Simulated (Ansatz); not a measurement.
Run report: WH₅F₂, geometry relaxation (part 2 of 2)

The same run, continued: WH₅F₂, multiplicity 2; UKS PBE/def2-mTZVP (Ansatz 0.2.0). The input holds or restrains some coordinates. It belongs to a series of runs on one base structure; here: pulled along the bonds that form and break, towards end B.

Geometry of the input (Å):
```
W  0.0000  0.0000  0.0000
F  0.0000  0.0000  2.1000
H  1.7200  0.0000  0.0000
F  0.0000  1.8500  0.0000
H  -1.7200  0.0000  0.0000
H  0.0000  -1.7200  0.0000
H  0.0000  0.0000  -1.7200
H  0.0000  0.0000  3.3200
```

Output, continued
```
Atom 6 at     0.031954     0.360600    -1.861937 Å, force     0.000732     0.000751    -0.005481 eV/Å
Atom 7 at     0.026027     0.799644     2.864138 Å, force    -0.017227     0.441659    -0.002803 eV/Å
Dipole moment:    -0.012488     0.389928     0.145513 e Å
```

Trajectory as extended XYZ (Å, eV, eV/Å), 13 of the 24 frames kept, from step=1 to step=24
```
8
Properties=species:S:1:pos:R:3:forces:R:3 step=1 energy=-7333.44514
W     0.0000    0.0000    0.0000    0.0000   2.9357  -1.5970
F     0.0000    0.0000    2.1000    0.0000   0.0295   6.6499
H     1.7200    0.0000    0.0000    1.5654  -1.3449  -0.1046
F     0.0000    1.8500    0.0000    0.0000   1.0163   0.0714
H    -1.7200    0.0000    0.0000   -1.5654  -1.3449  -0.1046
H     0.0000   -1.7200    0.0000    0.0000  -1.0175  -0.0098
H     0.0000    0.0000   -1.7200    0.0000  -0.1979   0.0609
H     0.0000    0.0000    3.3200    0.0000  -0.0763  -4.9663
8
Properties=species:S:1:pos:R:3:forces:R:3 step=3 energy=-7335.20500
W     0.0000    0.0684   -0.3459    0.0000   0.9321   2.9513
F     0.0000   -0.0062    2.4668    0.0000  -0.0061  -5.9578
H     1.7401   -0.0487    0.0294   -0.4328  -1.0910   0.5055
F     0.0000    1.8832    0.0145    0.0000   0.4297   0.3723
H    -1.7401   -0.0487    0.0294    0.4328  -1.0910   0.5055
H     0.0000   -1.7173    0.0233    0.0000   0.8446   0.5964
H     0.0000   -0.0004   -1.8425    0.0000  -0.0588  -4.8894
H     0.0000   -0.0002    3.3249    0.0000   0.0407   5.9162
8
Properties=species:S:1:pos:R:3:forces:R:3 step=5 energy=-7336.92949
W     0.0000    0.1616   -0.5104    0.0000  -0.1978   0.9785
F     0.0000   -0.0153    2.5496    0.0000  -0.0161  -0.8381
H     1.5798   -0.2797    0.0665   -0.4918  -0.3233  -0.2137
F     0.0000    1.9421    0.0582    0.0000   0.0373   0.1665
H    -1.5798   -0.2797    0.0665    0.4918  -0.3233  -0.2137
H     0.0000   -1.4631    0.1640    0.0000   0.6696   0.3265
H     0.0000    0.0594   -2.1676    0.0000   0.1035  -1.0389
H     0.0000    0.0049    3.4732    0.0000   0.0501   0.8329
8
Properties=species:S:1:pos:R:3:forces:R:3 step=7 energy=-7337.36600
W     0.0001    0.2153   -0.4690    0.0000  -0.0079   0.1354
F    -0.0019    0.0206    2.5776   -0.0018   0.0118  -0.1654
H     1.5266   -0.5032   -0.1807   -0.0883  -0.1017  -0.1990
F     0.0001    1.9461    0.2002    0.0001  -0.0246  -0.0057
H    -1.5264   -0.5032   -0.1807    0.0886  -0.1018  -0.1990
H     0.0001   -1.2301    0.4471   -0.0001   0.1604  -0.0123
H     0.0001    0.1399   -2.2066    0.0000   0.0160   0.2094
H     0.0014    0.0446    3.5120    0.0015   0.0477   0.2366
8
Properties=species:S:1:pos:R:3:forces:R:3 step=9 energy=-7337.50796
W     0.0000    0.2100   -0.3589    0.0009  -0.2688  -0.1648
F    -0.0028    0.0781    2.6913   -0.0030   0.0067  -0.2633
H     1.5190   -0.5823   -0.5481   -0.1772   0.0984  -0.0280
F     0.0001    1.9407    0.3096   -0.0001  -0.0672   0.0774
H    -1.5189   -0.5825   -0.5479    0.1767   0.0985  -0.0283
H     0.0001   -1.1997    0.6137    0.0002   0.1114  -0.1346
H     0.0004    0.1354   -2.0827   -0.0002  -0.0404   0.1931
H     0.0022    0.1303    3.6230    0.0026   0.0614   0.3484
8
Properties=species:S:1:pos:R:3:forces:R:3 step=11 energy=-7337.53335
W     0.0076    0.1531   -0.3056   -0.0738   0.0656  -0.1355
F     0.0018    0.1097    2.7480   -0.0035  -0.1052  -0.2509
H     1.5105   -0.5314   -0.7370    0.0571  -0.0328   0.0505
F    -0.0075    1.8455    0.4580    0.0158  -0.0434  -0.0009
H    -1.4879   -0.5524   -0.7301   -0.0166   0.0057  -0.0034
H    -0.0430   -1.2847    0.6132    0.0393  -0.0167  -0.0063
H     0.0065    0.1127   -2.0128   -0.0241   0.0214   0.0317
H     0.0120    0.2775    3.6662    0.0058   0.1055   0.3148
8
Properties=species:S:1:pos:R:3:forces:R:3 step=13 energy=-7337.54552
W     0.0014    0.1507   -0.3089   -0.0022   0.1198  -0.0122
F     0.0010    0.0474    2.7428    0.0028  -0.0049   0.2907
H     1.5154   -0.5439   -0.6950   -0.0101  -0.0270  -0.0149
F    -0.0050    1.8311    0.4809   -0.0038  -0.0326  -0.0163
H    -1.4997   -0.5455   -0.7321   -0.0056  -0.0381   0.0188
H    -0.0167   -1.2984    0.5916   -0.0091  -0.0221  -0.0215
H    -0.0110    0.1366   -2.0155    0.0296   0.0112  -0.0006
H     0.0146    0.3520    3.6362   -0.0016  -0.0063  -0.2441
8
Properties=species:S:1:pos:R:3:forces:R:3 step=14 energy=-7337.56148
W    -0.0004    0.1546   -0.3025    0.0001   0.0498  -0.0006
F     0.0025   -0.0208    2.7443   -0.0013  -0.1507  -0.0639
H     1.5097   -0.5561   -0.6748   -0.0115  -0.0070  -0.0073
F    -0.0068    1.8268    0.5077   -0.0017  -0.0223  -0.0027
H    -1.5015   -0.5562   -0.7047    0.0025  -0.0128   0.0073
H    -0.0145   -1.3094    0.5721   -0.0042  -0.0138  -0.0211
H    -0.0024    0.1656   -2.0104    0.0139   0.0118   0.0073
H     0.0134    0.4255    3.5684    0.0023   0.1450   0.0810
8
Properties=species:S:1:pos:R:3:forces:R:3 step=16 energy=-7337.60461
W    -0.0053    0.1232   -0.2574   -0.0023   0.0073   0.1099
F     0.0110   -0.1057    2.7809    0.0008  -0.2281  -0.0776
H     1.4997   -0.5757   -0.6623    0.0070   0.0025  -0.0031
F    -0.0155    1.7281    0.6887    0.0001   0.0278  -0.0396
H    -1.5026   -0.5719   -0.6964   -0.0032   0.0063  -0.0076
H    -0.0186   -1.4072    0.4913    0.0011  -0.0156  -0.0058
H     0.0147    0.2739   -1.9588   -0.0033   0.0093   0.0026
H     0.0168    0.6652    3.3140   -0.0003   0.1905   0.0211
8
Properties=species:S:1:pos:R:3:forces:R:3 step=18 energy=-7337.62863
W    -0.0099    0.1084   -0.1969    0.0020  -0.0805  -0.0480
F     0.0342   -0.1593    2.8390    0.0086  -0.6043  -0.1946
H     1.4985   -0.5699   -0.6208   -0.0018  -0.0010   0.0077
F    -0.0334    1.6909    0.7998    0.0015  -0.0081   0.1070
H    -1.4988   -0.5635   -0.6904   -0.0005   0.0021  -0.0014
H    -0.0385   -1.4603    0.4692    0.0026   0.0256   0.0243
H     0.0239    0.3251   -1.8897   -0.0030   0.0114   0.0136
H     0.0240    0.7586    2.9898   -0.0095   0.6549   0.0914
8
Properties=species:S:1:pos:R:3:forces:R:3 step=20 energy=-7337.62907 accepted=F
W    -0.0124    0.1002   -0.1939   -0.0473  -0.1376   0.0883
F    -0.0321   -0.1237    2.8455    0.0762   0.2060   0.0315
H     1.4952   -0.5727   -0.6276    0.0139   0.0353   0.0192
F    -0.0479    1.6406    0.8755    0.0331   0.0415  -0.0952
H    -1.4883   -0.5850   -0.7096   -0.0023   0.0419   0.0164
H    -0.0360   -1.4832    0.4319    0.0061   0.0191   0.0262
H     0.0238    0.3458   -1.8820    0.0036   0.0574   0.0053
H     0.0978    0.8079    2.9603   -0.0833  -0.2636  -0.0916
8
Properties=species:S:1:pos:R:3:forces:R:3 step=22 energy=-7337.63864 accepted=F
W    -0.0110    0.0958   -0.1746   -0.0066  -0.0566  -0.0476
F     0.0465   -0.1458    2.8634   -0.0034   0.1958  -0.0815
H     1.4942   -0.5764   -0.6160    0.0021   0.0144   0.0124
F    -0.0385    1.6495    0.8780    0.0005  -0.0094   0.0486
H    -1.4939   -0.5632   -0.7020    0.0042   0.0140   0.0171
H    -0.0432   -1.4857    0.4529   -0.0042  -0.0010   0.0214
H     0.0241    0.3552   -1.8613    0.0040   0.0091   0.0265
H     0.0217    0.8006    2.8595    0.0033  -0.1662   0.0032
8
Properties=species:S:1:pos:R:3:forces:R:3 step=24 energy=-7337.63780
W    -0.0148    0.0926   -0.1785    0.0047  -0.0143   0.0637
F     0.0630   -0.1347    2.8601    0.0184  -0.4356  -0.0602
H     1.4958   -0.5766   -0.6055   -0.0006   0.0002   0.0022
F    -0.0510    1.6403    0.8820   -0.0017   0.0038   0.0076
H    -1.4958   -0.5632   -0.7117   -0.0031  -0.0010  -0.0024
H    -0.0552   -1.4886    0.4516   -0.0012   0.0045  -0.0026
H     0.0320    0.3606   -1.8619    0.0007   0.0008  -0.0055
H     0.0260    0.7996    2.8641   -0.0172   0.4417  -0.0028
```

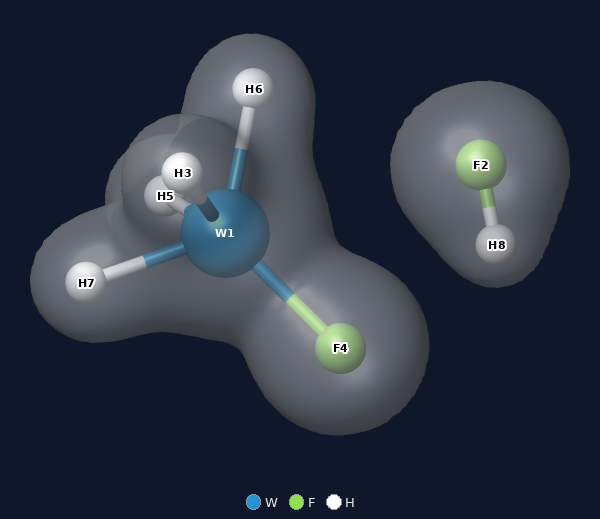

Fig. 1: Isosurface of the electron density at 0.2 e/Å³ (grey), seen face on. At this value the surface falls into two separate pieces. It is pinched off along the W···F (3.05 Å) contacts. On the grid the lowest density along these lines, outside the cores, is 0.07 e/Å³ (W···F, 3.05 Å), 0.93 e/Å³ (W–F, 1.88 Å), 2.3 e/Å³ (F–H, 0.94 Å) and 0.87 e/Å³ (W–H, 1.70 Å).

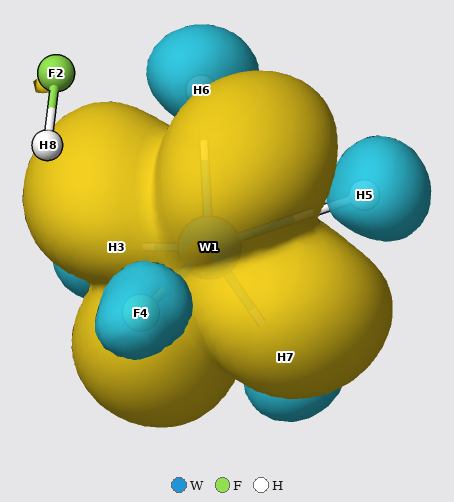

Fig. 2: Isosurfaces of the spin density (α minus β) at +0.008 (yellow) and −0.008 e/Å³ (cyan), seen at an oblique angle. The unpaired spin (1 electron) lies mostly on W1 (about 1.0), in electrons by Hirshfeld's partition.

Key numbers

| quantity | value |
| --- | --- |
| outcome | converged under the restraints of the input |
| total energy | −7337.6378 eV |
| mean-field energy | −7337.6378 eV |
| ⟨S²⟩ | 0.758 |
| largest force (length of the vector) at the end, held atoms and coordinates included | 0.442 eV/Å |
| wall time | 42 s (CPU time 2.6 min) |
| peak memory | 0.21 GiB |
